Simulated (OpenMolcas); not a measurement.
# C3H9ClSi (chlorotrimethylsilane): a chain of runs

We compute the energy (HF/ANO-R0), then a single-point energy (CASSCF(2,2)/ANO-R1), then the energy along one coordinate (CASPT2(2,2)/ANO-R1), then an energy scan (SC-NEVPT2(2,2)/ANO-R1), then the energy along one coordinate (MC-PDFT[tPBE](2,2)/ANO-R1) of C3H9ClSi (chlorotrimethylsilane). 

Program for the calculation: OpenMolcas 26.06.

### 1 The system as given

C3H9ClSi: 14 atoms, total charge 0, spin state singlet. As SMILES, `C[Si](C)(C)Cl`. The shape is that of a PBE0-D4/def2-TZVP optimisation.

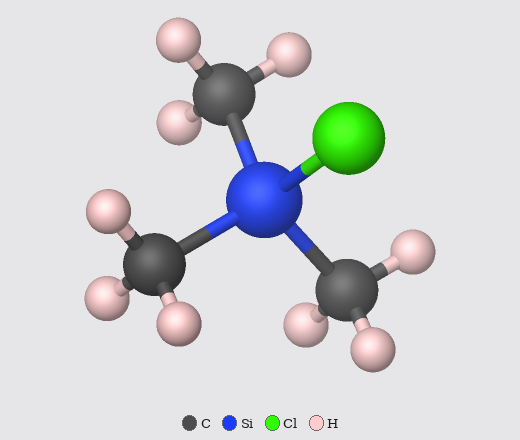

Viewed from a chosen angle; carbon dark grey, silicon blue, chlorine green, hydrogen pink.

### 2 The energy at HF/ANO-R0 (sfX2C) (run 1)

input.xyz reads:

```xyz
14

C     -1.679640     0.559980     0.221630
Si     0.108620     0.309060    -0.233500
C      1.207070     0.337140     1.270020
C      0.349340    -1.247580    -1.226910
Cl     0.670330     1.906760    -1.440460
H     -1.816280     1.498060     0.764110
H     -2.029610    -0.257080     0.859450
H     -2.308980     0.589150    -0.670580
H      1.092710     1.274230     1.819320
H      2.257290     0.235130     0.987910
H      0.953250    -0.486500     1.943870
H      0.068050    -2.124680    -0.636610
H      1.393020    -1.360400    -1.528500
H     -0.265160    -1.233270    -2.129770
```

step1.input reads:

```
&GATEWAY
 Coord=input.xyz
 Basis=ANO-R0
 Group=NoSym

&SEWARD

&SCF
 PrOrbitals=0

&LOCALISATION
 Occupied
 Freeze
 Pipek-Mezey

&LOCALISATION
 FileOrb=$Project.LocOrb
 Virtual
 Pipek-Mezey
```

The run is started by

```
export MOLCAS_MEM=1860
pymolcas step1.input > step1.log
```

Log:

```text
--- Start Module: gateway ---
[...]
--- Stop Module: gateway /rc=_RC_ALL_IS_WELL_ ---
[...]
      Basis functions           42
[...]
       Convergence after   9 Iterations
[...]
::    Total SCF energy                               -868.6191777296
[...]
      Total spin, S                                     0.0000000000
[...]
      Total electronic charge=   58.000000
      Total            charge=   -0.000000
[...]
      Dipole Moment (debye):
      Origin of the operator (angstrom)=    0.2253    0.6410   -0.4842
                   X= -3.9267E-01               Y= -1.1167E+00               Z=  8.4353E-01           Total=  1.4535E+00
      Quadrupole Moment (debye*angstrom):
[...]
--- Start Module: localisation ---
[...]
--- Stop Module: localisation /rc=_RC_ALL_IS_WELL_ ---
--- Start Module: localisation ---
[...]
--- Stop Module: localisation /rc=_RC_ALL_IS_WELL_ ---
[...]
```

Wall time 3.3 s (1 thread of Intel Xeon 6975P-C (Granite Rapids), shared host); peak memory 0.39 GiB.

### 3 A single-point energy at CASSCF(2,2)/ANO-R1 (sfX2C, RICD fitting) (run 2)

input.xyz is that of step 2.

step2.inp reads:

```
* C3H9ClSi CASSCF
>>> EXPORT MOLCAS_PRINT=2
&GATEWAY
COORD = input.xyz
BASIS = ANO-R0
GROUP = NoSym
&SEWARD
&RASSCF
FILEORB = $CurrDir/step1.LocOrb
ALTER = 2
1 25 29
1 30 42
SPIN = 1
NACTEL = 2 0 0
INACTIVE = 28
RAS2 = 2
ORBLISTING = Nothing
>>> COPY $Project.RunFile RUNFIL1
>>> COPY $Project.RasOrb INPORB
&GATEWAY
COORD = input.xyz
BASIS = ANO-R1
GROUP = NoSym
RICD
&SEWARD
>>> COPY $Project.RunFile RUNFIL2
&EXPBAS
&RASSCF
FILEORB = $Project.ExpOrb
SPIN = 1
NACTEL = 2 0 0
INACTIVE = 28
RAS2 = 2
ORBLISTING = Nothing
```

The run is started by

```
export MOLCAS_MEM=1860
pymolcas step2.inp > step2.log
```

Log:

```text
--- Start Module: gateway ---
[...]
--- Stop Module: gateway /rc=_RC_ALL_IS_WELL_ ---
[...]
      Basis functions           42
[...]
      Number of active orbitals                  2
[...]
      Spin quantum number                      0.0
[...]
      Active orbitals                            2
[...]
      Number of CSFs                             3
[...]
      Number of root(s) required                 1
[...]
      Convergence after 10 iterations
[...]
      printout of CI-coefficients larger than  0.05 for root  1
      energy=    -868.629892
      conf/sym  11     Coeff  Weight
             1  20   0.99562 0.99125
             3  02  -0.09353 0.00875
      Natural orbitals and occupation numbers for root  1
      sym 1:   1.982504   0.017496
      ************************************************************************************************************************
      *                                                    Final results                                                     *
[...]
::    RASSCF root number  1 Total energy:   -868.62989234
[...]
      Basis functions          123
[...]
--- Start Module: expbas ---
[...]
--- Stop Module: expbas /rc=_RC_ALL_IS_WELL_ ---
--- Start Module: rasscf ---
[...]
      Convergence after 13 iterations
[...]
      Natural orbitals and occupation numbers for root  1
      sym 1:   1.984995   0.015005
      ************************************************************************************************************************
      *                                                    Final results                                                     *
[...]
::    RASSCF root number  1 Total energy:   -869.50668998
[...]
      Total electronic charge=   58.000000
      Total            charge=   -0.000000
[...]
      Dipole Moment (debye):
      Origin of the operator (angstrom)=    0.2253    0.6410   -0.4842
                   X= -6.8742E-01               Y= -1.7854E+00               Z=  1.3693E+00           Total=  2.3527E+00
      Quadrupole Moment (debye*angstrom):
[...]
--- Stop Module: rasscf /rc=_RC_ALL_IS_WELL_ ---
[...]
```

Wall time 13 s (1 thread of Intel Xeon 6975P-C (Granite Rapids), shared host); peak memory 0.39 GiB.

### 4 The energy along one coordinate at CASPT2(2,2)/ANO-R1 (sfX2C, RICD fitting, ipea shift 0.25 Eh, pt2 variant SS) (run 3)

step3.inp reads:

```
>>> EXPORT MOLCAS_PRINT=2
>>> COPY $CurrDir/step2.RasOrb $Project.RasOrb
>>> ForEach K in (1, 2, 3, 4, 5, 6, 7, 8, 9)

&gateway
 coord
 $CurrDir/point$K.xyz
 basis
 ANO-R1
 group
 NoSym
 ricd

&seward

&rasscf
 fileorb
 $Project.RasOrb
 spin
 1
 nactel
 2 0 0
 inactive
 28
 ras2
 2
 orblisting
 Nothing

&caspt2
 imaginary
 0.2
 frozen
 13
>>> EndDo
```

The run is started by

```
export MOLCAS_MEM=1860
pymolcas step3.inp > step3.log
```

Log, shortened:

```text
[...]
      Basis functions          123
[...]
      Number of active orbitals                  2
[...]
      Spin quantum number                      0.0
[...]
      Active orbitals                            2
[...]
      Number of CSFs                             3
[...]
      Number of root(s) required                 1
[...]
      Convergence after 10 iterations
[...]
      Natural orbitals and occupation numbers for root  1
      sym 1:   1.990522   0.009478
      ************************************************************************************************************************
      *                                                    Final results                                                     *
[...]
::    RASSCF root number  1 Total energy:   -869.48397820
[...]
      E2 (Variational):          -0.6762794218
[...]
::    CASPT2 Root  1     Total energy:   -870.16025762
[...]
      Convergence after 10 iterations
[...]
      Natural orbitals and occupation numbers for root  1
      sym 1:   1.985005   0.014995
      ************************************************************************************************************************
      *                                                    Final results                                                     *
[...]
      Convergence after 10 iterations
[...]
      Natural orbitals and occupation numbers for root  1
      sym 1:   1.713468   0.286532
      ************************************************************************************************************************
      *                                                    Final results                                                     *
[...]
      Convergence after  9 iterations
[...]
      Natural orbitals and occupation numbers for root  1
      sym 1:   1.441122   0.558878
      ************************************************************************************************************************
      *                                                    Final results                                                     *
[...]
      Convergence after  8 iterations
[...]
::    RASSCF root number  1 Total energy:   -869.36939699
[...]
::    CASPT2 Root  1     Total energy:   -870.02208091
[...]
      Convergence after  6 iterations
[...]
::    RASSCF root number  1 Total energy:   -869.36817690
[...]
      E2 (Variational):          -0.6518615243
[...]
::    CASPT2 Root  1     Total energy:   -870.02003843
[...]
```

Wall time 94 s (1 thread of Intel Xeon 6975P-C (Granite Rapids), shared host); peak memory 0.12 GiB.

The scan, from its lowest point:

| Si2–C1 (Å) | energy (kJ/mol) |
| --- | --- |
| 1.676 | 51.0 |
| 1.862 | 0.0 |
| 2.048 | 19.9 |
| 2.328 | 99.0 |
| 2.700 | 214.6 |
| 3.166 | 322.3 |
| 3.725 | 388.0 |
| 4.469 | 413.8 |
| 5.587 | 419.1 |

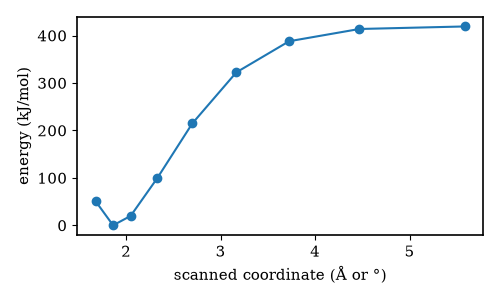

Energy along the scan.

### 5 An energy scan at SC-NEVPT2(2,2)/ANO-R1 (sfX2C, RICD fitting, pt2 variant SC-NEVPT2) (run 4)

step4.input reads:

```
* C3H9ClSi NEVPT2
>>> EXPORT MOLCAS_PRINT=2
>>> COPY $CurrDir/step2.RasOrb $Project.RasOrb
>>> ForEach K in (1, 2, 3, 4, 5, 6, 7, 8, 9)

&gateway
 coord=$CurrDir/point$K.xyz
 basis=ANO-R1
 group=NoSym
 ricd

&seward

&rasscf
 fileorb=$Project.RasOrb
 spin=1
 nactel=2 0 0
 inactive=28
 ras2=2
 orblisting=Nothing

&caspt2
 sc-nevpt2
 frozen=13
>>> EndDo
```

The run is started by

```
export MOLCAS_MEM=1860
pymolcas step4.input > step4.log
```

Log, shortened:

```text
[...]
      Basis functions          123
[...]
      Number of active orbitals                  2
[...]
      Spin quantum number                      0.0
[...]
      Active orbitals                            2
[...]
      Number of CSFs                             3
[...]
      Number of root(s) required                 1
[...]
      Convergence after 10 iterations
[...]
      Natural orbitals and occupation numbers for root  1
      sym 1:   1.990522   0.009478
      ************************************************************************************************************************
      *                                                    Final results                                                     *
[...]
::    RASSCF root number  1 Total energy:   -869.48397820
[...]
      E2 (Variational):          -0.6702425403
[...]
::    SC-NEVPT2 Root  1     Total energy:   -870.15414723
[...]
      Convergence after 10 iterations
[...]
      Natural orbitals and occupation numbers for root  1
      sym 1:   1.985005   0.014995
      ************************************************************************************************************************
      *                                                    Final results                                                     *
[...]
      Convergence after 10 iterations
[...]
      Natural orbitals and occupation numbers for root  1
      sym 1:   1.713468   0.286532
      ************************************************************************************************************************
      *                                                    Final results                                                     *
[...]
      Convergence after  9 iterations
[...]
      Natural orbitals and occupation numbers for root  1
      sym 1:   1.441122   0.558878
      ************************************************************************************************************************
      *                                                    Final results                                                     *
[...]
      Convergence after  8 iterations
[...]
::    RASSCF root number  1 Total energy:   -869.36939699
[...]
::    SC-NEVPT2 Root  1     Total energy:   -870.01824510
[...]
      Convergence after  6 iterations
[...]
::    RASSCF root number  1 Total energy:   -869.36817690
[...]
      E2 (Variational):          -0.6481239107
[...]
::    SC-NEVPT2 Root  1     Total energy:   -870.01630081
[...]
```

It took 91 s on 1 thread of Intel Xeon 6975P-C (Granite Rapids), shared host; peak memory 0.12 GiB.

The scan, from its lowest point:

| Si2–C1 (Å) | energy (kJ/mol) |
| --- | --- |
| 1.676 | 53.9 |
| 1.862 | 0.0 |
| 2.048 | 17.1 |
| 2.328 | 93.5 |
| 2.700 | 208.9 |
| 3.166 | 319.1 |
| 3.725 | 385.8 |
| 4.469 | 410.7 |
| 5.587 | 415.8 |

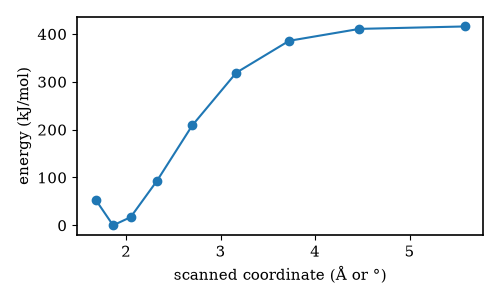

Energy along the scan.

### 6 The energy along one coordinate at MC-PDFT[tPBE](2,2)/ANO-R1 (sfX2C, RICD fitting) (run 5)

step5.input reads:

```
* C3H9ClSi MC-PDFT
>>> COPY $CurrDir/step2.RasOrb $Project.RasOrb
>>> ForEach K in (1, 2, 3, 4, 5, 6, 7, 8, 9)
&GATEWAY
Coord=$CurrDir/point$K.xyz
Basis=ANO-R1
Group=NoSym
RICD
&SEWARD
&RASSCF
FileOrb=$Project.RasOrb
Spin=1
Nactel=2 0 0
Inactive=28
Ras2=2
OrbListing=Nothing
&MCPDFT
KSDFT=T:PBE
>>> EndDo
```

The run is started by

```
export MOLCAS_MEM=1860
pymolcas step5.input > step5.log
```

Log, shortened:

```text
--- Start Module: gateway ---
[...]
      Basis functions          123
[...]
      Number of active orbitals                  2
[...]
      Spin quantum number                      0.0
[...]
      Active orbitals                            2
[...]
      Number of CSFs                             3
[...]
      Number of root(s) required                 1
[...]
      Convergence after 10 iterations
[...]
      Natural orbitals and occupation numbers for root  1
      sym 1:   1.990522   0.009478
      ************************************************************************************************************************
      *                                                    Final results                                                     *
[...]
::    RASSCF root number  1 Total energy:   -869.48397820
[...]
::    MCPDFT root number  1 Total energy:   -871.09022021
[...]
      Convergence after 10 iterations
[...]
      Natural orbitals and occupation numbers for root  1
      sym 1:   1.985005   0.014995
      ************************************************************************************************************************
      *                                                    Final results                                                     *
[...]
      Convergence after 10 iterations
[...]
      Natural orbitals and occupation numbers for root  1
      sym 1:   1.713468   0.286532
      ************************************************************************************************************************
      *                                                    Final results                                                     *
[...]
      Convergence after  9 iterations
[...]
      Natural orbitals and occupation numbers for root  1
      sym 1:   1.441122   0.558878
      ************************************************************************************************************************
      *                                                    Final results                                                     *
[...]
      Convergence after  8 iterations
[...]
::    RASSCF root number  1 Total energy:   -869.36939699
[...]
::    MCPDFT root number  1 Total energy:   -870.94236993
[...]
      Convergence after  6 iterations
[...]
::    RASSCF root number  1 Total energy:   -869.36817690
[...]
      Total electronic charge=   58.000000
      Total            charge=   -0.000000
[...]
::    MCPDFT root number  1 Total energy:   -870.94073987
[...]
```

Run time: 1.7 min. Hardware: 1 thread of Intel Xeon 6975P-C (Granite Rapids), shared host; peak memory 0.085 GiB.

The scan, from its lowest point:

| Si2–C1 (Å) | energy (kJ/mol) |
| --- | --- |
| 1.676 | 48.4 |
| 1.862 | 0.0 |
| 2.048 | 20.2 |
| 2.328 | 98.8 |
| 2.700 | 216.5 |
| 3.166 | 333.1 |
| 3.725 | 408.5 |
| 4.469 | 436.5 |
| 5.587 | 440.8 |

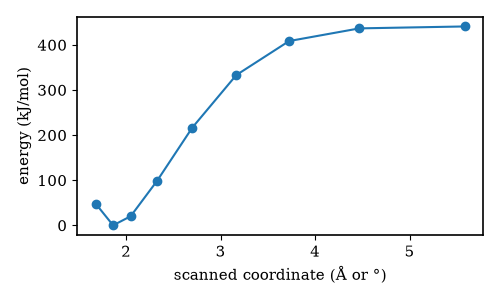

Energy along the scan.

### 7 What came out

```
                                                   quantity          value
                             run 1, HF/ANO-R0: total energy  -868.61918 Eh
                            run 1, HF/ANO-R0: dipole moment         1.45 D
                              run 1, HF/ANO-R0: HOMO energy      -11.55 eV
                              run 1, HF/ANO-R0: LUMO energy        4.24 eV
                            run 1, HF/ANO-R0: HOMO–LUMO gap       15.79 eV
                    run 2, CASSCF(2,2)/ANO-R1: total energy  -869.50669 Eh
  run 2, CASSCF(2,2)/ANO-R1: dipole moment (CASSCF density)         2.35 D
       run 3, CASPT2(2,2)/ANO-R1: lowest energy of the scan  -870.17968 Eh
    run 4, SC-NEVPT2(2,2)/ANO-R1: lowest energy of the scan  -870.17468 Eh
run 5, MC-PDFT[tPBE](2,2)/ANO-R1: lowest energy of the scan  -871.10864 Eh
```
